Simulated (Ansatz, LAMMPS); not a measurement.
# Static equation of state of glassy B2O3 (100 atoms)

Density of this cell: 2.01 g/cm³. The cell holds 100 atoms: 40 B and 60 O. Its edges and angles: a = 9.989 Å, b = 10.653 Å, c = 10.849 Å, α = 91.2°, β = 86.5°, γ = 87.1°. The starting structure: 100 atoms (40 B, 60 O) placed at random at 1.93 g/cm³, melted at 3000 K for 20 ps at fixed volume with the Buckingham and Coulomb pair potential of Guillot and Sator (Geochim. Cosmochim. Acta 71, 1249 (2007)) with the boron terms of Wang et al. (J. Non-Cryst. Solids 498, 294 (2018)). Quenched from 3000 K to 300 K at 100 K/ps and fixed volume, held 10 ps at zero pressure.

Calculated with Ansatz 0.2.0: Kohn-Sham DFT, PBE, PAW (set soft_2), plane waves; cutoff 420 eV, Γ point, fixed occupations. Cell and atoms were relaxed first, to V0 = 11.506 Å³ an atom at a residual P0 = 0.025 GPa. The cell was then scaled evenly, and the atoms were relaxed at each volume.

| volume (Å³/atom) | pressure (GPa) |
| --- | --- |
| 10.355 | 3.994 |
| 10.816 | ? |
| 11.161 | 1.328 |
| 11.851 | -1.437 |
| 12.196 | -2.880 |

Task: Fit the third-order Birch–Murnaghan equation to the rows given and interpolate to the withheld row.

**Working.**

Take the Eulerian strain f = ½[(V0/V)^(2/3) − 1] and the normalised pressure F = (P − P0) / [3f(1 + 2f)^(5/2)]. The third-order Birch–Murnaghan equation is then the line F = B0 + (3/2)B0(B′ − 4) f, so u = f and v = F.

```
      u = f  v = F (GPa)
  0.0363830      30.5050
  0.0102569      40.2571
-0.00975643      52.4768
 -0.0190506      56.0086
```

With n = 4: mean u = 0.00445823, mean v = 44.8119, Σ(u − ū)² = 0.0018075, Σ(u − ū)(v − v̄) = -0.85533. Slope b = -0.85533 / 0.0018075 = -473.20; intercept a = v̄ − b ū = 46.922.

So B0 = a = 46.9 GPa and B′ = 4 + 2b/(3a) = -2.72. At the withheld volume f = 0.02106, F = a + b f = 36.96 GPa, and P = P0 + 3f(1 + 2f)^(5/2) F.

Prediction at 10.816: 2.613 GPa. The run gave 2.568 GPa, so the fit is high by 0.045 GPa (1.8 % of the value).

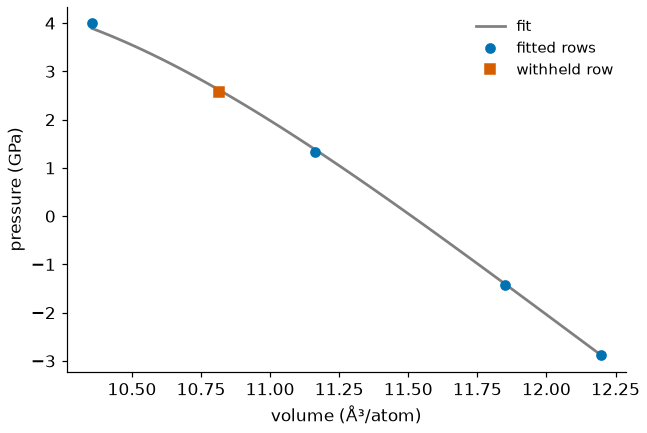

The fit, the rows that it rests on and the withheld row.

The series isn't one smooth equation of state: even a line fitted to all rows, the withheld one included, misses F by up to 4.2 % and an atom moves over 0.5 Å in some relaxation. B0 and B′ are then only the numbers of this fit, not moduli of the material. Among the rows given, the largest miss of the fit is at 10.355, by 0.10 GPa (1.5 % of the range of the table).

Limits: Static cells at zero temperature; the cell shape is held. The program notes that the SCF threshold of these relaxations is loose for the stress. The quench rate of 100 K/ps is many orders above laboratory rates, so the cell is likely richer in defects and strain than a real sample. The network of bonds at the start is that of the classical potential that made the cell, and needn't be the one that DFT or experiment would give. Only the Γ point is sampled, in a cell whose shortest periodic width is 10 Å.

[Logs are printed without paths, hosts, clocks, repeated set-up lines and the standing remarks that a program may print on its own settings, such as how far it seeks lower states.]

[Hosts, paths, dates, database ids (printed as entryN), source tags and the programs' standing remarks are cut or masked in the printed files.]
